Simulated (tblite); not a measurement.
**Run report: C$_{5}$H$_{4}$F$_{3}$O, geometry relaxation (part 1 of 2)**

- system: C$_{5}$H$_{4}$F$_{3}$O, multiplicity 2
- method: GFN2-xTB geometry optimisation, gas phase (tblite 0.8.0)

It belongs to a series of runs on one base structure; here: H removed from sp3 C.

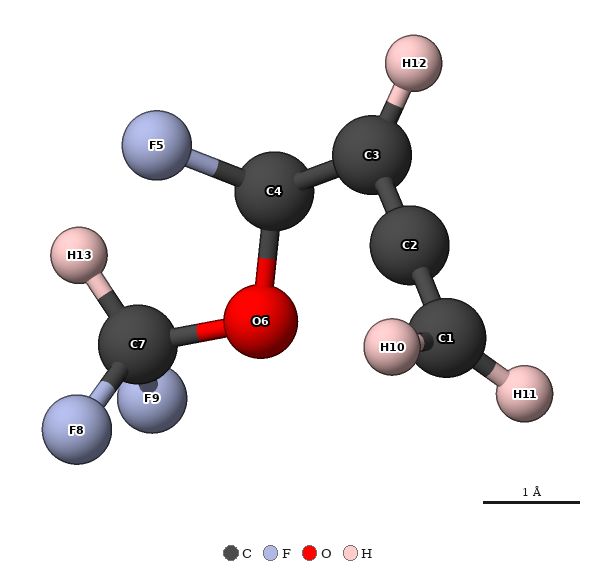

*The starting structure (ball-and-stick view, seen at a tilt; atoms are numbered from 1 in the order of the input).*

Bond lengths as drawn: C–C 1.29 to 1.48 Å, C–F 1.37 to 1.42 Å, C–H 1.06 to 1.12 Å and C–O 1.38 to 1.39 Å.

### Summary

```json
{"quantity": "outcome", "value": "converged"}
{"quantity": "total energy", "value": "−840.6742 eV"}
{"quantity": "hardware", "value": "1 CPU thread, shared host"}
{"quantity": "peak memory", "value": "0.18 GiB"}
```

### The input
```
{"job": {"kind": "relax", "xc": "GFN2-xTB", "basis": "xTB"}, "charge": 0, "multiplicity": 2}
C      2.554500    -0.519200    -0.104900
C      1.660600     0.431700     0.121100
C      0.785000     1.345200     0.360400
C     -0.625000     0.990500     0.059200
F     -1.192400     0.677700     1.322900
O     -0.777700    -0.120300    -0.741300
C     -2.032000    -0.668000    -0.492500
F     -1.859100    -1.994200    -0.097200
F     -2.732300    -0.603100    -1.673300
H      2.750400    -1.170100     0.712800
H      2.955500    -0.534400    -1.085000
H      1.120300     2.276400     0.729100
H     -2.612100    -0.111700     0.287200
```

The first line tells a small driver script what to run in tblite; the rest is the geometry in Å.

Launch command:
```bash
OMP_NUM_THREADS=1 python <driver script> task.json out
```

### What the program printed
```
step      E/eV     max force
  0    -839.32572    3.106
  1    -839.49713    5.726
  2    -839.72573    1.226
  3    -839.82099    1.025
  4    -839.93359    0.956
  5    -840.00241    0.688
  6    -840.05035    0.732
  7    -840.09201    0.640
  8    -840.13252    0.447
  9    -840.16019    0.429
 10    -840.18239    0.445
 11    -840.20555    0.465
 12    -840.24226    0.505
 13    -840.28927    0.730
 14    -840.33400    0.634
 15    -840.38521    0.646
 16    -840.42602    0.733
 17    -840.43524    1.357
 18    -840.46973    0.449
 19    -840.48577    0.274
 20    -840.50212    0.292
 21    -840.51229    0.327
 22    -840.52299    0.220
 23    -840.53041    0.212
 24    -840.53746    0.222
 25    -840.54634    0.299
 26    -840.55784    0.311
 27    -840.57078    0.305
 28    -840.58416    0.365
 29    -840.59788    0.306
 30    -840.61098    0.337
 31    -840.62269    0.270
 32    -840.63108    0.268
 33    -840.63501    0.179
 34    -840.63760    0.181
 35    -840.64004    0.130
 36    -840.64207    0.145
 37    -840.64387    0.154
 38    -840.64530    0.134
 39    -840.64672    0.093
 40    -840.64784    0.117
 41    -840.64862    0.069
 42    -840.64929    0.094
 43    -840.65012    0.081
 44    -840.65121    0.080
 45    -840.65211    0.074
 46    -840.65275    0.081
 47    -840.65333    0.063
 48    -840.65400    0.063
 49    -840.65484    0.073
 50    -840.65565    0.066
 51    -840.65630    0.067
 52    -840.65690    0.077
 53    -840.65765    0.077
 54    -840.65866    0.090
 55    -840.65981    0.106
 56    -840.66093    0.096
 57    -840.66197    0.090
 58    -840.66298    0.130
 59    -840.66382    0.090
 60    -840.66433    0.070
 61    -840.66455    0.032
 62    -840.66464    0.025
 63    -840.66471    0.028
 64    -840.66475    0.014
 65    -840.66479    0.019
 66    -840.66482    0.022
 67    -840.66488    0.027
 68    -840.66497    0.037
 69    -840.66510    0.034
 70    -840.66523    0.035
 71    -840.66536    0.038
 72    -840.66556    0.054
 73    -840.66594    0.078
 74    -840.66659    0.095
 75    -840.66738    0.088
 76    -840.66813    0.068
 77    -840.66860    0.062
 78    -840.66883    0.049
 79    -840.66910    0.050
 80    -840.66934    0.034
 81    -840.66962    0.041
 82    -840.66975    0.039
 83    -840.67014    0.045
 84    -840.67067    0.055
 85    -840.67145    0.065
 86    -840.67064    0.204
 87    -840.67259    0.101
 88    -840.67301    0.070
 89    -840.67354    0.062
 90    -840.67389    0.040
 91    -840.67409    0.032
 92    -840.67420    0.015
 93    -840.67422    0.010
```

### Trajectory as extended XYZ (Å, eV, eV/Å), 17 of the 94 frames kept, from step=0 to step=93
```
13
Properties=species:S:1:pos:R:3:forces:R:3 step=0 energy=-839.32572
C     2.5545   -0.5192   -0.1049   -2.1610   2.0860   0.6760
C     1.6606    0.4317    0.1211    2.2570  -2.0280  -0.6640
C     0.7850    1.3452    0.3604   -0.6100   0.1250  -0.9470
C    -0.6250    0.9905    0.0592    1.1470  -0.8730   2.0330
F    -1.1924    0.6777    1.3229   -0.0650   1.0180  -0.4270
O    -0.7777   -0.1203   -0.7413   -1.5390   0.2900   0.6460
C    -2.0320   -0.6680   -0.4925    0.3950  -0.6860  -0.8460
F    -1.8591   -1.9942   -0.0972   -0.5220   1.6260  -0.7910
F    -2.7323   -0.6031   -1.6733    0.3860  -0.6460   1.0060
H     2.7504   -1.1701    0.7128    0.4340  -0.5500  -0.0960
H     2.9555   -0.5344   -1.0850    0.6020  -0.4390  -0.2880
H     1.1203    2.2764    0.7291   -0.3650   0.8410   0.3470
H    -2.6121   -0.1117    0.2872    0.0410  -0.7660  -0.6460
13
Properties=species:S:1:pos:R:3:forces:R:3 step=6 energy=-840.05035
C     2.5494   -0.5192   -0.1193    0.1740   0.0430  -0.1210
C     1.7474    0.4628    0.0888    0.2060   0.2640  -0.0010
C     0.8266    1.3721    0.3103   -0.1150  -0.4170   0.5910
C    -0.5290    0.9142    0.2374   -0.2250   0.2400  -0.1230
F    -1.2567    0.8554    1.3917    0.0990   0.3130  -0.2910
O    -0.8467   -0.0552   -0.6948   -0.3020  -0.1220   0.2000
C    -2.0475   -0.6598   -0.5307   -0.1890  -0.3140   0.0400
F    -1.8980   -1.9575   -0.1778    0.2260  -0.0920   0.0260
F    -2.7441   -0.7062   -1.6798    0.2040   0.2090  -0.1210
H     2.8169   -1.2173    0.6555    0.0810   0.0450   0.0380
H     3.0264   -0.6297   -1.0722    0.0960  -0.2610  -0.2690
H     1.0250    2.3362    0.7498   -0.0010   0.0060   0.0020
H    -2.6740   -0.1954    0.2396   -0.2540   0.0860   0.0280
13
Properties=species:S:1:pos:R:3:forces:R:3 step=12 energy=-840.24226
C     2.6219   -0.4971   -0.1767   -0.2190   0.1240   0.0550
C     1.8285    0.4967    0.0518    0.0760  -0.4390  -0.2370
C     0.8437    1.2860    0.4427   -0.2440   0.0570  -0.3470
C    -0.5171    0.9256    0.2673   -0.0420  -0.1150   0.3970
F    -1.3380    1.0845    1.3370   -0.2380   0.3130  -0.2240
O    -0.9158   -0.0477   -0.6088    0.4650   0.0310  -0.1190
C    -2.0975   -0.6885   -0.5002    0.2390   0.0060  -0.2610
F    -1.8722   -1.9815   -0.1990   -0.1070  -0.1910   0.1490
F    -2.6803   -0.6945   -1.7104   -0.1220  -0.0350  -0.1630
H     2.8764   -1.1754    0.6216    0.1720  -0.0090   0.1400
H     3.0618   -0.7391   -1.1273    0.0310   0.1650  -0.1510
H     0.9898    2.2936    0.7911    0.2010   0.0250   0.3920
H    -2.8056   -0.2621    0.2095   -0.2110   0.0670   0.3690
13
Properties=species:S:1:pos:R:3:forces:R:3 step=17 energy=-840.43524
C     2.6505   -0.4905   -0.2211    0.0380  -0.1260  -0.1250
C     1.7682    0.4294   -0.0447   -0.0950   0.2960   0.1860
C     0.8175    1.2480    0.4496   -0.1580  -0.2190   0.4000
C    -0.5166    0.8615    0.3948    1.1340  -0.2560  -0.6990
F    -1.4809    1.3766    1.1297   -0.7480   0.5730   0.4050
O    -0.8889   -0.0675   -0.5432   -0.4600  -0.1340   0.1300
C    -2.0912   -0.6980   -0.4921   -0.0960  -0.0760   0.2380
F    -1.8978   -2.0021   -0.1684   -0.0170  -0.0150  -0.1910
F    -2.6235   -0.6735   -1.7271    0.0090  -0.1410   0.0980
H     2.9828   -1.0964    0.6265    0.0000   0.0790  -0.3470
H     3.0700   -0.7263   -1.1961    0.0400   0.0660   0.2850
H     1.0733    2.1724    0.9692   -0.0900  -0.2770  -0.1860
H    -2.8677   -0.3331    0.2214    0.4430   0.2310  -0.1950
13
Properties=species:S:1:pos:R:3:forces:R:3 step=23 energy=-840.53041
C     2.6415   -0.4831   -0.2448    0.1640   0.0300  -0.0110
C     1.7499    0.4180   -0.0388    0.0830  -0.0910   0.1020
C     0.8004    1.1864    0.5203   -0.0320   0.0590   0.0280
C    -0.5292    0.8550    0.3996    0.1100   0.0110  -0.0940
F    -1.5198    1.5285    1.0072   -0.1070   0.0210  -0.0660
O    -0.8974   -0.0971   -0.5111    0.0390  -0.0350  -0.0050
C    -2.0947   -0.7225   -0.4730    0.0160   0.0390  -0.0050
F    -1.9206   -2.0328   -0.1802   -0.0660   0.0840   0.0750
F    -2.6174   -0.6977   -1.7116   -0.1130  -0.0200   0.0040
H     3.0272   -1.0727    0.5752   -0.0130  -0.2060   0.0500
H     3.0926   -0.6849   -1.1988    0.0860   0.0800  -0.1730
H     1.0907    2.0939    1.0256   -0.1510   0.0950   0.0640
H    -2.8276   -0.2905    0.2290   -0.0170  -0.0660   0.0310
13
Properties=species:S:1:pos:R:3:forces:R:3 step=29 energy=-840.59788
C     2.7015   -0.4707   -0.2361   -0.2030   0.0000   0.0800
C     1.7833    0.3742    0.0872    0.1480   0.1180  -0.0060
C     0.8005    1.1641    0.5580   -0.0340   0.0160  -0.1720
C    -0.5218    0.8679    0.3048   -0.0030  -0.0790   0.0420
F    -1.5396    1.5600    0.8536    0.0310   0.0380  -0.0880
O    -0.8763   -0.1505   -0.5407    0.0930   0.0190  -0.1560
C    -2.0997   -0.7231   -0.4599    0.0340   0.0090   0.0690
F    -1.9750   -2.0251   -0.1262    0.0070  -0.0480   0.0320
F    -2.6969   -0.7175   -1.6660    0.0700   0.0620   0.0490
H     3.0255   -1.2010    0.5013    0.1210  -0.0200  -0.2230
H     3.1474   -0.5337   -1.2259   -0.0260   0.0820   0.2940
H     1.0050    2.0933    1.0792    0.0490  -0.1990  -0.0150
H    -2.7584   -0.2374    0.2693   -0.2870   0.0010   0.0940
13
Properties=species:S:1:pos:R:3:forces:R:3 step=35 energy=-840.64004
C     2.7145   -0.4687   -0.2226    0.0120   0.0490  -0.0140
C     1.8122    0.3614    0.1664   -0.0710  -0.1080  -0.0100
C     0.7911    1.1412    0.5617    0.0790  -0.0250   0.0180
C    -0.5193    0.8528    0.2594    0.0040   0.0120  -0.0030
F    -1.5401    1.6304    0.6780    0.0810   0.0220   0.0000
O    -0.8754   -0.1805   -0.5610   -0.0820  -0.0040   0.0050
C    -2.1109   -0.7230   -0.4290   -0.1040  -0.0410  -0.0190
F    -2.0113   -2.0225   -0.0793    0.0580  -0.0470   0.0360
F    -2.7298   -0.7190   -1.6222   -0.0310   0.0130  -0.0540
H     3.0698   -1.2849    0.3929   -0.0290   0.0070   0.0500
H     3.1932   -0.3981   -1.1901    0.0410   0.0740  -0.0060
H     0.9684    2.0346    1.1410    0.0450   0.0410   0.0010
H    -2.7670   -0.2233    0.3033   -0.0030   0.0070  -0.0030
13
Properties=species:S:1:pos:R:3:forces:R:3 step=41 energy=-840.64862
C     2.7344   -0.4605   -0.2220    0.0500  -0.0300   0.0200
C     1.8022    0.3179    0.1956   -0.0300   0.0440   0.0120
C     0.7914    1.1155    0.5729   -0.0130  -0.0230  -0.0120
C    -0.5183    0.8514    0.2428   -0.0420   0.0050  -0.0170
F    -1.5154    1.6880    0.5949   -0.0420   0.0160   0.0520
O    -0.8944   -0.1877   -0.5625   -0.0210   0.0180  -0.0260
C    -2.1313   -0.7294   -0.4183   -0.0100   0.0120  -0.0020
F    -2.0211   -2.0268   -0.0593    0.0050   0.0170   0.0150
F    -2.7576   -0.7326   -1.6082   -0.0090  -0.0060   0.0060
H     3.0823   -1.3064    0.3543    0.0340  -0.0300   0.0080
H     3.2304   -0.3093   -1.1708    0.0460   0.0080  -0.0130
H     0.9742    2.0025    1.1636    0.0240  -0.0190  -0.0320
H    -2.7812   -0.2219    0.3155    0.0080  -0.0120  -0.0110
13
Properties=species:S:1:pos:R:3:forces:R:3 step=46 energy=-840.65275
C     2.7474   -0.4625   -0.2133   -0.0220   0.0240  -0.0100
C     1.8020    0.3135    0.1834    0.0300  -0.0560  -0.0510
C     0.7908    1.1119    0.5562   -0.0080  -0.0030   0.0090
C    -0.5274    0.8538    0.2518    0.0030   0.0350  -0.0080
F    -1.5117    1.6869    0.6529   -0.0180  -0.0610  -0.0280
O    -0.9181   -0.1617   -0.5759   -0.0100   0.0390  -0.0050
C    -2.1433   -0.7274   -0.4260    0.0070   0.0150   0.0060
F    -2.0083   -2.0220   -0.0617    0.0030   0.0160  -0.0010
F    -2.7676   -0.7441   -1.6160   -0.0140  -0.0210   0.0120
H     3.0879   -1.3087    0.3685    0.0320   0.0200   0.0070
H     3.2549   -0.3121   -1.1581    0.0190  -0.0150   0.0290
H     0.9916    2.0063    1.1298   -0.0180  -0.0230   0.0250
H    -2.8025   -0.2335    0.3069   -0.0050   0.0300   0.0160
```
